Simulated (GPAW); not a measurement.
## A 9-layer slab of Cu(110) in an electric field

Wanted: the out-of-plane polarisability of a 9-layer slab of Cu(110).

Main program and level: GPAW 26.7.0; GPAW, PAW setups; slab in vacuum, relaxation, in the first sound run; inputs show where later runs differ.

### Step 1. Starting point

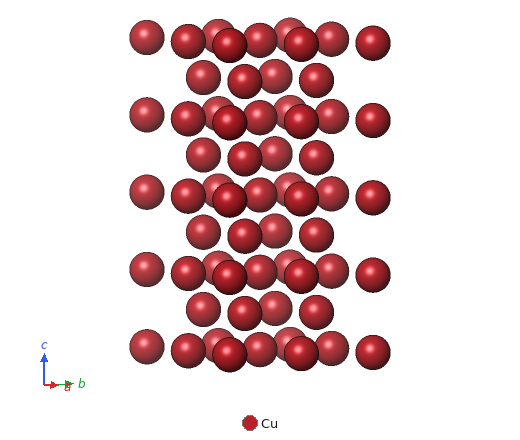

The starting structure, seen from the side, with the c axis up (copper red). 2×2×1 cells are drawn. Some periodic images of atoms are drawn too.

The cell holds 9 atoms: 9 Cu. Cell: a = 3.610 Å, b = 2.553 Å, c = 26.211 Å, α = 90.0°, β = 90.0°, γ = 90.0°. Vacuum lies along c.

Structure file:

```cif
data_structure
_symmetry_space_group_name_H-M 'P 1'
_symmetry_Int_Tables_number 1
_cell_length_a 3.6100
_cell_length_b 2.5527
_cell_length_c 26.2106
_cell_angle_alpha 90.000
_cell_angle_beta 90.000
_cell_angle_gamma 90.000
_cell_volume 241.53
loop_
_atom_site_label
_atom_site_type_symbol
_atom_site_fract_x
_atom_site_fract_y
_atom_site_fract_z
_atom_site_occupancy
Cu1 Cu 0.00000 0.00000 0.30522 1
Cu2 Cu 0.50000 0.50000 0.35391 1
Cu3 Cu 0.00000 0.00000 0.40261 1
Cu4 Cu 0.50000 0.50000 0.45130 1
Cu5 Cu 0.00000 0.00000 0.50000 1
Cu6 Cu 0.50000 0.50000 0.54870 1
Cu7 Cu 0.00000 0.00000 0.59739 1
Cu8 Cu 0.50000 0.50000 0.64609 1
Cu9 Cu 0.00000 0.00000 0.69478 1
```

### Step 2. Relaxation

The atoms are relaxed first, since the surface dipole, and with it the work function, follows the positions of the outer layers. The lowest 4 atoms are held at bulk positions and keep their forces.

run.py

```python
import json
import numpy as np
from ase import Atoms
from ase.constraints import FixAtoms
from ase.optimize import BFGS
from gpaw import GPAW, PW

slab = Atoms(
    ['Cu', 'Cu', 'Cu', 'Cu', 'Cu', 'Cu', 'Cu', 'Cu', 'Cu'],
    positions=[
        [0.00000, 0.00000, 8.00000],
        [1.80500, 1.27633, 9.27633],
        [0.00000, 0.00000, 10.55266],
        [1.80500, 1.27633, 11.82898],
        [0.00000, 0.00000, 13.10531],
        [1.80500, 1.27633, 14.38164],
        [0.00000, 0.00000, 15.65797],
        [1.80500, 1.27633, 16.93429],
        [0.00000, 0.00000, 18.21062]],
    cell=[[3.61, 0.0, 0.0], [0.0, 2.55266, 0.0], [0.0, 0.0, 26.21062]],
    pbc=[True, True, False])

slab.calc = GPAW(mode=PW(400), xc='PBE', kpts={'size': (9, 12, 1), 'gamma': True},
                 occupations={'name': 'fermi-dirac', 'width': 0.1}, nbands='160%',
                 convergence={'density': 1e-05}, maxiter=200,
                 poissonsolver={'dipolelayer': 'xy'},
                 symmetry={'tolerance': 1e-3, 'extra_ids': [1, 1, 1, 1, 0, 0, 0, 0, 0]}, txt='slab.txt')
result = {}
slab.set_constraint(FixAtoms([0, 1, 2, 3]))
path = []
opt = BFGS(slab, maxstep=0.2)
opt.attach(lambda: path.append((slab.get_potential_energy(), slab.positions.tolist(), slab.get_forces().tolist())))
result['relaxed'] = bool(opt.run(fmax=0.03, steps=40))
result['path'] = path
energy = slab.get_potential_energy()
fermi = slab.calc.get_fermi_level()
v = slab.calc.get_electrostatic_potential().mean((0, 1)) - fermi
n = slab.calc.get_pseudo_density().mean((0, 1))
L = slab.cell[2, 2]
z = np.arange(len(v)) * L / len(v)
low, high = slab.positions[:, 2].min(), slab.positions[:, 2].max()
below, above = np.interp([low - 5.8, high + 5.8], z, v)
slopes = [np.interp(x, z, np.gradient(v, z)) for x in (low - 5.8, high + 5.8)]
eps = np.array([[slab.calc.get_eigenvalues(k, s) for k in range(len(slab.calc.get_ibz_k_points()))]
                for s in range(slab.calc.get_number_of_spins())]) - fermi
top, bottom = eps[eps < 0].max(), eps[eps > 0].min()
dipole = slab.get_dipole_moment()[2]
print(f'energy {energy:.4f} eV, Fermi level {fermi:.4f} eV, dipole {dipole:.5f} e A')
print(f'potential 5.8 A off the faces, from the Fermi level: lower {below:.4f} eV, upper {above:.4f} eV')
print(f'slope of the potential there: lower {slopes[0]:.5f}, upper {slopes[1]:.5f} eV/A')
print(f'nearest levels on the mesh: {top:.4f} and {bottom:.4f} eV')
print('magnetic moment', round(slab.get_magnetic_moment(), 3))
result.update(energy=energy, fermi=fermi, dipole=dipole, below=below, above=above, slopes=slopes, edges=[top, bottom],
              z=z.tolist(), v=v.tolist(), n=n.tolist(), positions=slab.positions.tolist(),
              forces=slab.get_forces(apply_constraint=False).tolist(), moments=slab.get_magnetic_moments().tolist())
json.dump(result, open('result.json', 'w'))
```

The run is started by

```console
$ OMP_NUM_THREADS=1 OPENBLAS_NUM_THREADS=1 python run.py
```

What it wrote:

```text
Step          Energy          fmax
BFGS:    0      -30.126923        0.404587
BFGS:    1      -30.130115        0.366123
BFGS:    2      -30.144296        0.086834
BFGS:    3      -30.144415        0.076232
BFGS:    4      -30.145028        0.031425
BFGS:    5      -30.145177        0.043536
BFGS:    6      -30.145258        0.043782
BFGS:    7      -30.145531        0.041802
BFGS:    8      -30.145913        0.056362
BFGS:    9      -30.146223        0.053820
BFGS:   10      -30.146439        0.038076
BFGS:   11      -30.146505        0.026038
energy -30.0992 eV, Fermi level 1.1557 eV, dipole -0.00104 e A
potential 5.8 A off the faces, from the Fermi level: lower 4.2998 eV, upper 4.3241 eV
slope of the potential there: lower -0.00020, upper 0.00019 eV/A
nearest levels on the mesh: -0.0127 and 0.0021 eV
magnetic moment 0.0
```

Wall time 35 min (1 thread of Intel Xeon Platinum 8559C (Emerald Rapids), shared host); peak memory 0.44 GiB.

Step by step:

```csv
step,energy less that of the first step (eV),largest force (eV/Å)
1,0.0000,0.4046
2,-0.0032,0.3661
3,-0.0171,0.0868
4,-0.0173,0.0762
5,-0.0178,0.0314
6,-0.0179,0.0435
7,-0.0179,0.0438
8,-0.0181,0.0418
9,-0.0183,0.0564
10,-0.0184,0.0538
11,-0.0185,0.0381
12,-0.0186,0.0260
```

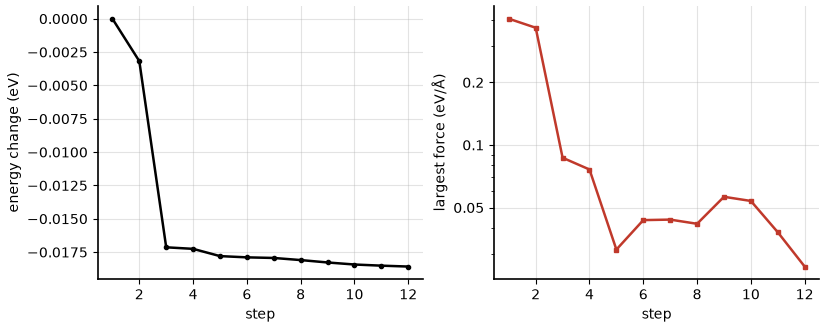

Energy and largest force along the relaxation.

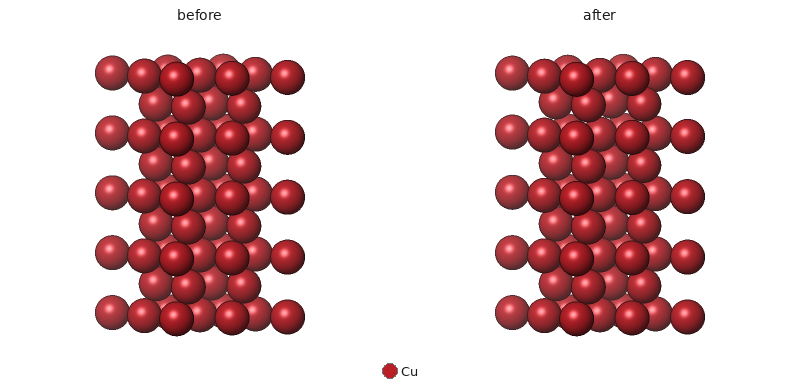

The structure before and after the relaxation, drawn at the same scale.

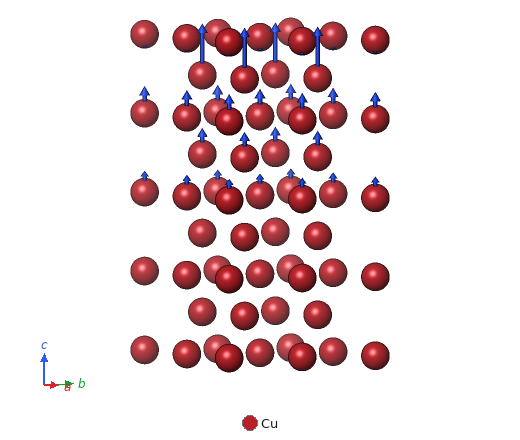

Displacements in the relaxation, exaggerated; the longest in the cell stands for 0.09 Å. 2×2×1 cells are drawn. Some periodic images of atoms are drawn too.

The atoms that moved most (Å):

```csv
atom,dx,dy,dz,length
Cu8,0.000,0.000,0.093,0.093
Cu7,0.000,0.000,0.036,0.036
Cu6,0.000,0.000,0.034,0.034
Cu5,0.000,0.000,0.023,0.023
Cu9,0.000,0.000,-0.006,0.006
```

Final coordinates:

```
Cu
1.0
     3.61000    0.00000    0.00000
     0.00000    2.55266    0.00000
     0.00000    0.00000   26.21062
Cu
9
Direct
  0.00000 0.00000 0.30522
  0.50000 0.50000 0.35391
  0.00000 0.00000 0.40261
  0.50000 0.50000 0.45130
  0.00000 0.00000 0.50087
  0.50000 0.50000 0.54999
  0.00000 0.00000 0.59877
  0.50000 0.50000 0.64962
  0.00000 0.00000 0.69455
```

This step gave:

- dipole along the normal: -0.001045 e·Å
- levels nearest the Fermi level on the mesh: -0.01267, 0.002126 eV from the Fermi level
- upper work function: 4.324 eV
- lower work function: 4.300 eV

The electrostatic potential energy of an electron (without an applied field's), less the Fermi level, planar mean oscillates, so the rows of the table below give means over windows of 1.26 Å about each position, cut where the curve ends. Its maxima inside the range that stand out by 2 % of the span (Å: eV): 8.6: -5.05, 10.0: -5.31, 11.2: -5.23, 12.5: -4.91, 13.7: -5.10, 15.1: -5.23, 16.4: -4.54, 17.6: -6.38. Its minima: 8.1: -10.4, 9.3: -11.0, 10.6: -11.1, 11.8: -11.1, 13.1: -11.0, 14.5: -11.0, 15.7: -11.0, 17.1: -11.1, 18.1: -10.7.

The electrostatic potential energy of an electron (without an applied field's), less the Fermi level, planar mean by z; means over each step:

```csv
z (Å),"electrostatic potential energy of an electron (without an applied field's), less the Fermi level, planar mean (eV)"
0.63,4.30
1.89,4.30
3.15,4.30
4.41,4.29
5.67,4.20
6.93,1.81
8.19,-7.42
9.45,-8.10
10.71,-8.13
11.97,-8.01
13.23,-8.01
14.49,-8.08
15.75,-7.93
17.01,-8.26
18.27,-7.04
19.53,3.03
20.79,4.27
22.05,4.32
23.31,4.32
24.57,4.32
25.83,4.32
```

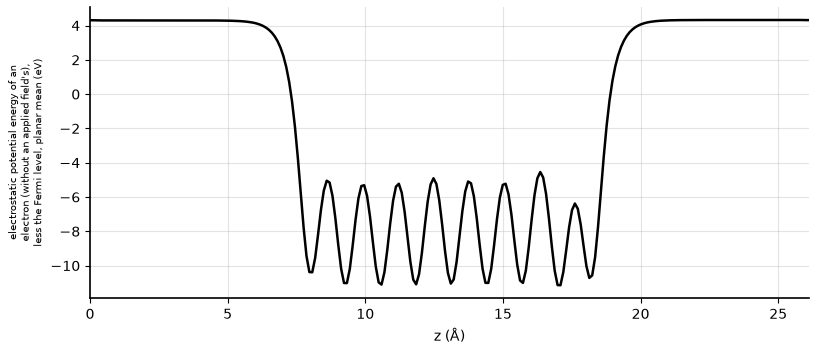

Electrostatic potential energy of an electron (without an applied field's), less the Fermi level, planar mean, plotted against z.

The pseudo valence density, planar mean oscillates, so the rows of the table below give means over windows of 1.26 Å about each position, cut where the curve ends. Its maxima inside the range that stand out by 2 % of the span (Å: e/Å³): 8.0: 1.52, 9.2: 1.54, 10.5: 1.52, 11.7: 1.49, 13.2: 1.49, 14.5: 1.54, 15.7: 1.55, 17.0: 1.55, 18.2: 1.52. Its minima: 8.6: 0.463, 9.9: 0.469, 11.1: 0.479, 12.6: 0.475, 13.8: 0.465, 15.1: 0.462, 16.4: 0.421, 17.6: 0.537.

Table of pseudo valence density, planar mean by z; means over each step:

```csv
z (Å),"pseudo valence density, planar mean (e/Å³)"
4.41,1.5e-4
5.67,0.00360
6.93,0.116
8.19,0.906
9.45,0.938
10.71,0.940
11.97,0.933
13.23,0.935
14.49,0.938
15.75,0.929
17.01,0.951
18.27,0.881
19.53,0.0528
20.79,0.00190
22.05,8.2e-5
```

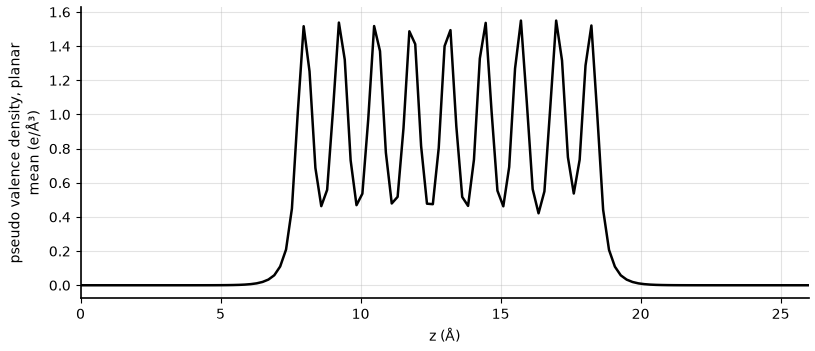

Pseudo valence density, planar mean, plotted against z.

The relaxation lowered the energy of the cell by 0.0186 eV (energies extrapolated to zero smearing; the optimiser's log prints free energies). The largest force left on a free atom is 0.026 eV/Å.

### Step 3. Plane waves, PBE

With the geometry fixed, the planar mean of the potential gives the vacuum level on each side.

This step: GPAW, PAW setups; slab in vacuum (GPAW 26.7.0).

run.py: that of step 2 with these lines changed.

```diff
@@ -3,4 +3,2 @@
 from ase import Atoms
-from ase.constraints import FixAtoms
-from ase.optimize import BFGS
 from gpaw import GPAW, PW
@@ -14,7 +12,7 @@
         [1.80500, 1.27633, 11.82898],
-        [0.00000, 0.00000, 13.10531],
-        [1.80500, 1.27633, 14.38164],
-        [0.00000, 0.00000, 15.65797],
-        [1.80500, 1.27633, 16.93429],
-        [0.00000, 0.00000, 18.21062]],
+        [0.00000, 0.00000, 13.12821],
+        [1.80500, 1.27633, 14.41571],
+        [-0.00000, 0.00000, 15.69422],
+        [1.80500, 1.27633, 17.02683],
+        [-0.00000, -0.00000, 18.20457]],
     cell=[[3.61, 0.0, 0.0], [0.0, 2.55266, 0.0], [0.0, 0.0, 26.21062]],
@@ -26,10 +24,4 @@
                  poissonsolver={'dipolelayer': 'xy'},
-                 symmetry={'tolerance': 1e-3, 'extra_ids': [1, 1, 1, 1, 0, 0, 0, 0, 0]}, txt='slab.txt')
+                 symmetry={'tolerance': 1e-3}, txt='slab.txt')
 result = {}
-slab.set_constraint(FixAtoms([0, 1, 2, 3]))
-path = []
-opt = BFGS(slab, maxstep=0.2)
-opt.attach(lambda: path.append((slab.get_potential_energy(), slab.positions.tolist(), slab.get_forces().tolist())))
-result['relaxed'] = bool(opt.run(fmax=0.03, steps=40))
-result['path'] = path
 energy = slab.get_potential_energy()
```

What it wrote:

```text
energy -30.0992 eV, Fermi level 1.1555 eV, dipole -0.00132 e A
potential 5.8 A off the faces, from the Fermi level: lower 4.2999 eV, upper 4.3249 eV
slope of the potential there: lower -0.00012, upper 0.00020 eV/A
nearest levels on the mesh: -0.0126 and 0.0021 eV
magnetic moment 0.0
```

The job ended after 6.5 min (1 thread; peak memory 0.42 GiB).

This step gave:

```yaml
dipole_along_the_normal: -0.001320 e·Å
levels_nearest_the_fermi_level_on_the_mesh: -0.01263, 0.002116 eV from the Fermi level
upper_work_function: 4.325 eV
```

The electrostatic potential energy of an electron (without an applied field's), less the Fermi level, planar mean oscillates, so the rows of the table below give means over windows of 1.26 Å about each position, cut where the curve ends. Its maxima inside the range that stand out by 2 % of the span (Å: eV): 8.6: -5.05, 10.0: -5.31, 11.2: -5.23, 12.5: -4.91, 13.7: -5.10, 15.1: -5.23, 16.4: -4.54, 17.6: -6.38. Its minima: 8.1: -10.4, 9.3: -11.0, 10.6: -11.1, 11.8: -11.1, 13.1: -11.0, 14.5: -11.0, 15.7: -11.0, 17.1: -11.1, 18.1: -10.7.

Table of electrostatic potential energy of an electron (without an applied field's), less the Fermi level, planar mean by z; means over each step:

```
z (Å)  electrostatic potential energy of an electron (without an applied field's), less the Fermi level, planar mean (eV)
 0.63                                                                                                                4.30
 1.89                                                                                                                4.30
 3.15                                                                                                                4.30
 4.41                                                                                                                4.30
 5.67                                                                                                                4.20
 6.93                                                                                                                1.81
 8.19                                                                                                               -7.42
 9.45                                                                                                               -8.10
10.71                                                                                                               -8.13
11.97                                                                                                               -8.01
13.23                                                                                                               -8.01
14.49                                                                                                               -8.08
15.75                                                                                                               -7.93
17.01                                                                                                               -8.26
18.27                                                                                                               -7.04
19.53                                                                                                                3.03
20.79                                                                                                                4.27
22.05                                                                                                                4.32
23.31                                                                                                                4.32
24.57                                                                                                                4.32
25.83                                                                                                                4.32
```

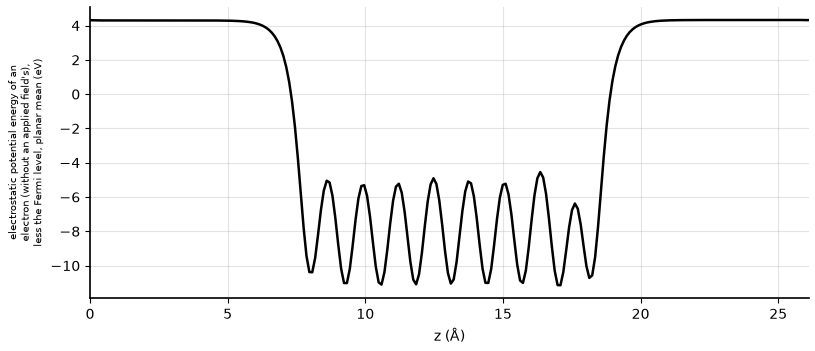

Electrostatic potential energy of an electron (without an applied field's), less the Fermi level, planar mean against z.

The pseudo valence density, planar mean oscillates, so the rows of the table below give means over windows of 1.26 Å about each position, cut where the curve ends. Its maxima inside the range that stand out by 2 % of the span (Å: e/Å³): 8.0: 1.52, 9.2: 1.54, 10.5: 1.52, 11.7: 1.49, 13.2: 1.49, 14.5: 1.54, 15.7: 1.55, 17.0: 1.55, 18.2: 1.52. Its minima: 8.6: 0.463, 9.9: 0.469, 11.1: 0.479, 12.6: 0.475, 13.8: 0.465, 15.1: 0.462, 16.4: 0.421, 17.6: 0.537.

The pseudo valence density, planar mean by z; means over each step:

| z (Å) | pseudo valence density, planar mean (e/Å³) |
| --- | --- |
| 3.15 | 7.3e-6 |
| 4.41 | 1.6e-4 |
| 5.67 | 0.00360 |
| 6.93 | 0.116 |
| 8.19 | 0.906 |
| 9.45 | 0.938 |
| 10.71 | 0.940 |
| 11.97 | 0.933 |
| 13.23 | 0.935 |
| 14.49 | 0.938 |
| 15.75 | 0.929 |
| 17.01 | 0.951 |
| 18.27 | 0.881 |
| 19.53 | 0.0528 |
| 20.79 | 0.00191 |
| 22.05 | 8.2e-5 |

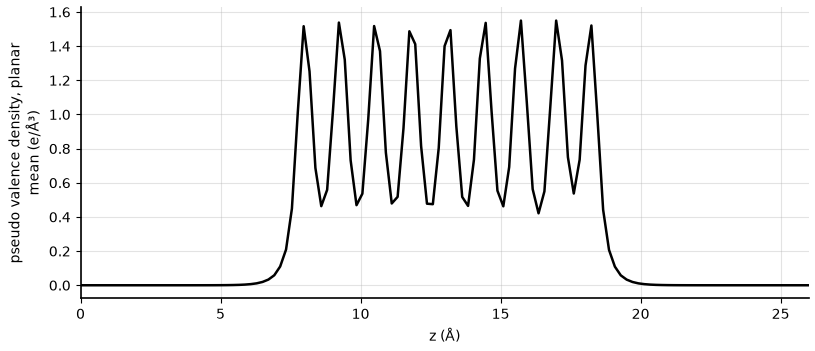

Pseudo valence density, planar mean, plotted against z.

Force by atom:

```csv
atom,x (eV/Å),y (eV/Å),z (eV/Å),size
Cu1,0.000,0.000,0.267,0.267
Cu2,0.000,0.000,-0.402,0.402
Cu3,0.000,0.000,0.037,0.037
Cu4,0.000,0.000,0.113,0.113
Cu5,0.000,0.000,-0.027,0.027
Cu6,0.000,0.000,-0.003,0.003
Cu7,0.000,0.000,-0.026,0.026
Cu8,0.000,0.000,0.020,0.020
Cu9,0.000,0.000,0.023,0.023
```

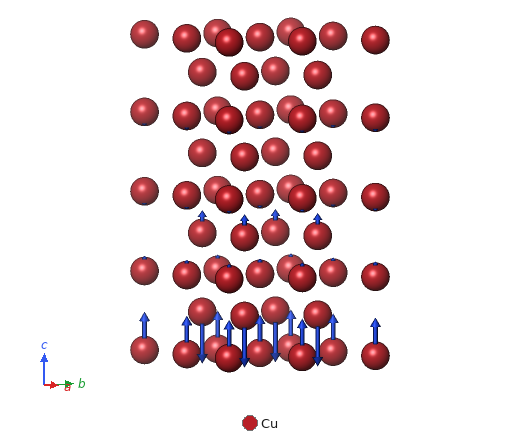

Force as arrows, the longest 0.402 eV/Å. 2×2×1 cells are drawn. Some periodic images of atoms are drawn too.

The potential is flat to 2.0e-4 eV/Å where it is read, so the vacuum is wide enough.

(Part 1 of 2 ends here.)

[Logs are printed without paths, hosts, clocks, repeated set-up lines and the standing remarks that a program may print on its own settings, such as how far it seeks lower states.]

[Hosts, paths, dates, database ids (printed as entryN), source tags and the programs' standing remarks are cut or masked in the printed files.]
